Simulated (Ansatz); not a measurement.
CsRh (space group R-3m, No. 166): the geometry relaxed with DFT PBE, scalar-relativistic, plane waves, PAW (Ansatz 0.2.0); the starting structure was generated, so it need not be a known form of this composition.

```xyz
6
Lattice="3.4300 0.0000 0.0000 -1.7150 2.9705 0.0000 0.0000 0.0000 15.7072" Properties=species:S:1:pos:R:3 pbc="T T T"
Cs    0.0000    0.0000    0.0000
Rh    1.7150    0.9902   13.0893
Cs    1.7150    0.9902    5.2357
Rh    0.0000    1.9803    2.6179
Cs    0.0000    1.9803   10.4715
Rh    0.0000    0.0000    7.8536
```

Bonds are taken as Rh–Rh below 3.9 Å; Cs is left out of the net, as the electropositive filling of the structure; no other contact counts. The graph is simplified in the usual way: terminal and isolated atoms are pruned, two-connected atoms become edges.

What net does this leave?

The result is a uninodal 6-connected, two-periodic (layers) net: Rh is a 6-connected node. It is the hxl net, known from the triangular lattice. The layers lie parallel to (001).

```csv
node,links,point symbol,coordination sequence
Rh,6,3^6.4^6.5^3,6 12 18 24 30
```

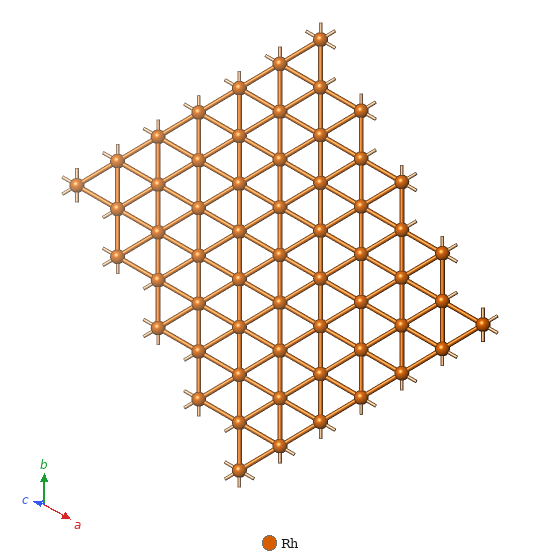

Nodes are coloured by topological kind. One layer is drawn. Edges to nodes outside the piece are drawn as stubs.
